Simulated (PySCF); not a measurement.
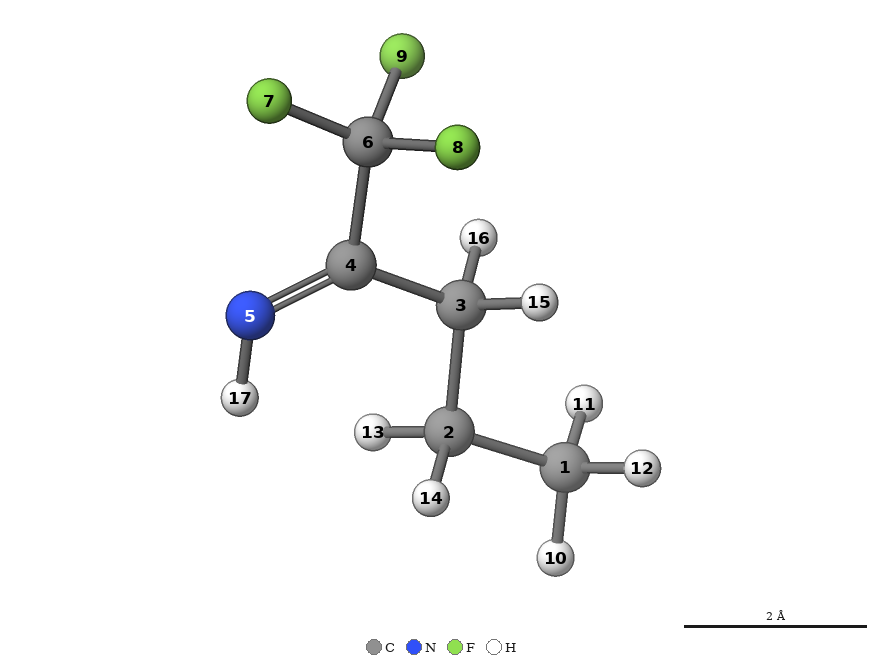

The atoms are numbered. Geometry: an end point of a reaction path computed with GFN2-xTB.

Q: How are the neighbours of atom 6 arranged?

A: C6 has 4 neighbours (C4 at 1.53, F7 at 1.33, F8 at 1.35, F9 at 1.35 Å); the arrangement is tetrahedral.

Q: How are the neighbours of atom 5 arranged?

A: N5 has 2 neighbours (C4 at 1.25, H17 at 1.02 Å); the arrangement is bent.

Q: What is the geometry at C4?

A: C4 has 3 neighbours (C3 at 1.50, N5 at 1.25, C6 at 1.53 Å); the arrangement is trigonal planar.

Q: How are the neighbours of atom 3 arranged?

A: C3 has 4 neighbours (C2 at 1.53, C4 at 1.50, H15 at 1.09, H16 at 1.09 Å); the arrangement is tetrahedral.

Q: What is the dihedral angle C3–C4–C6–F7?

A: 176° in size, that is anti.
